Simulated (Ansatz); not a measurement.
## Electronic structure of GaH5N2O···H2 in real space

```yaml
atoms:
  - { symbol: Ga, position_ang: [0.0214, 0.6856, -0.4202] }
  - { symbol: H, position_ang: [-0.0737, -0.1392, 2.2267] }
  - { symbol: N, position_ang: [1.6194, -0.1788, -0.7207] }
  - { symbol: H, position_ang: [1.6853, -0.7405, -1.5745] }
  - { symbol: H, position_ang: [2.4838, 0.3584, -0.6102] }
  - { symbol: N, position_ang: [-1.5643, 0.1034, -1.1297] }
  - { symbol: H, position_ang: [-1.6873, -0.8923, -1.3279] }
  - { symbol: H, position_ang: [-2.4256, 0.4880, -0.7323] }
  - { symbol: O, position_ang: [-0.0919, 2.1950, 0.5561] }
  - { symbol: H, position_ang: [0.7785, 2.5489, 0.8116] }
  - { symbol: H, position_ang: [-0.1123, 0.5622, 2.0523] }
```

Not at a stationary point (largest force 2.0 eV/Å).

Theory: RKS PBE/def2-SVP (Ansatz).

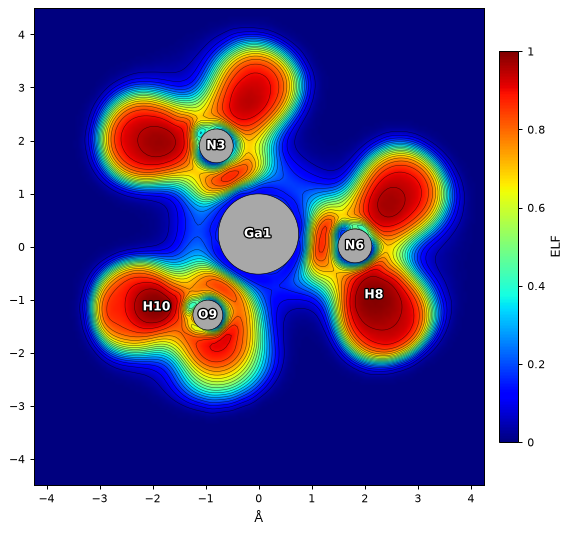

Figure 1. ELF on the plane of atoms N3, Ga1 and O9. Grey discs cover the atomic cores.

Question: What do the fields say about this system?

Answer: The section cuts through Ga, N, H and O sites. Ga1···H8 (2.47 Å): the ELF climbs to about 1 towards the hydrogen. Ga–O (1.80 Å): the ELF peaks at about 0.85 in the valence shell of O, 0.6 Å from its nucleus, and is about 0.25 at the midpoint. Ga–N (1.83 Å): the ELF peaks at about 0.85 in the valence shell of N, 0.6 Å from its nucleus, and is about 0.35 at the midpoint. O–H (0.97 Å): the ELF climbs to about 1 towards the hydrogen; an ordinary covalent bond to hydrogen. N–H (1.02 Å): the ELF climbs to about 1 towards the hydrogen (an ordinary covalent bond to hydrogen). The ELF also peaks beside O9, away from the bonds: lone-pair regions.

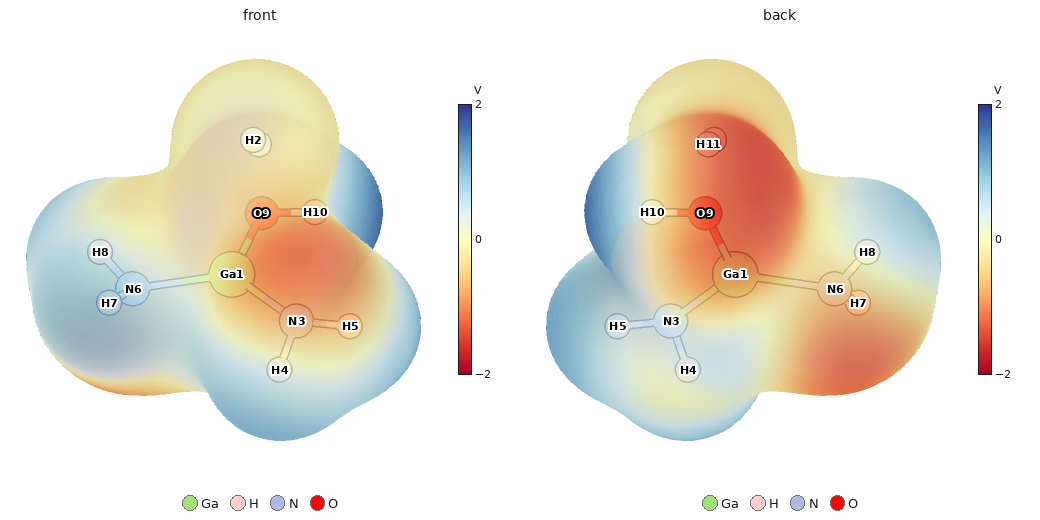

Figure 2. The molecular electrostatic potential painted on the density surface at 0.001 e/bohr³, seen from the front and from behind; the colour scale runs from red (negative) to blue (positive).

Question: Which sites attract a positive test charge, and which a negative one?

Answer: A positive charge is drawn to the negative regions and a negative charge to the positive ones. The most negative region (about −1.6 V, or −37 kcal/mol for a unit charge) lies over O9, the most positive (about +1.6 V, or +37 kcal/mol for a unit charge) over H10. O9 is the likeliest acceptor of a hydrogen bond.

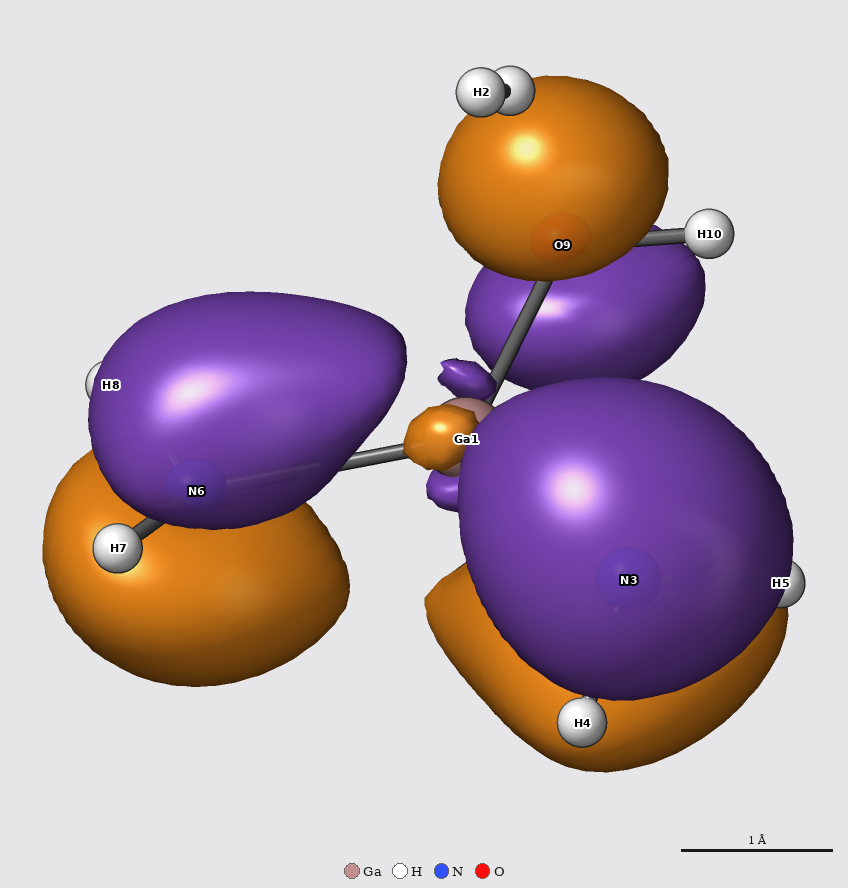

Figure 3. The HOMO−1 at ±0.1 Å⁻³ᐟ² (orange and purple are the two phases), seen at a tilt.

Question: Where does this orbital lie, and at what energy?

Answer: Its weight (Hirshfeld) is mainly on N3 (about 40 %), N6 (about 20 %), O9 (about 15 %) and Ga1 (about 15 %); largely a combination of lone pairs on N3, N6 and O9. Its energy is −5.77 eV.
